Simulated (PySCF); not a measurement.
# C3H9ClSi (Trimethylchlorosilane): the cost of one run

Computed with PySCF 2.14.0, with density-fitted response routines of our own, on a single molecule in the gas phase. Atoms are numbered from 0 throughout.

## Step 1: The starting structure

14 atoms, charge 0, multiplicity 1; geometry from: GFN2-xTB. The atoms were then displaced at random by about 0.03 Å, so the start is not that level's minimum.

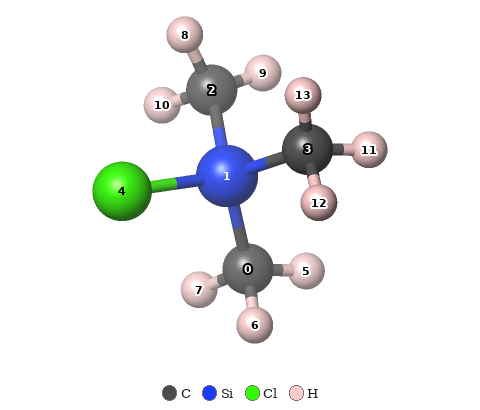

The starting geometry (carbon dark grey, silicon blue, chlorine green, hydrogen pink), atoms numbered.

## Step 2: Geometry optimisation at PBE0-D3(BJ)/def2-SVP

The job: settings as JSON, then the geometry in Å.

```
{"job": {"xc": "PBE0", "basis": "def2-SVP", "d3": "d3bj", "grid": 1, "shake": 0.03, "kind": "geom"}, "charge": 0, "multiplicity": 1}
C     -0.444330     1.584420    -0.489850
Si     0.083310     0.089730     0.404370
C      1.624840    -0.576630    -0.430090
C     -1.182310    -1.200230     0.455910
Cl     0.552110     0.591540     2.305980
H     -0.797750     1.446660    -1.532980
H     -1.345180     2.086310    -0.011820
H      0.309630     2.443670    -0.551100
H      2.108690    -1.366580     0.232890
H      1.483910    -0.951030    -1.374370
H      2.414750     0.197930    -0.459630
H     -1.635780    -1.430710    -0.508230
H     -2.209700    -0.831150     1.030520
H     -0.982980    -2.128700     0.927280
```

Command:

```bash
$ OMP_NUM_THREADS=1 python probes_run.py task.json out
```

The driver reads the jobs from task.json and runs them one after another.

Q: Estimate the wall time and peak memory of this first job on 1 thread of Arm Neoverse V2, shared host.

About 50 s, with a peak of 0.48 GiB.
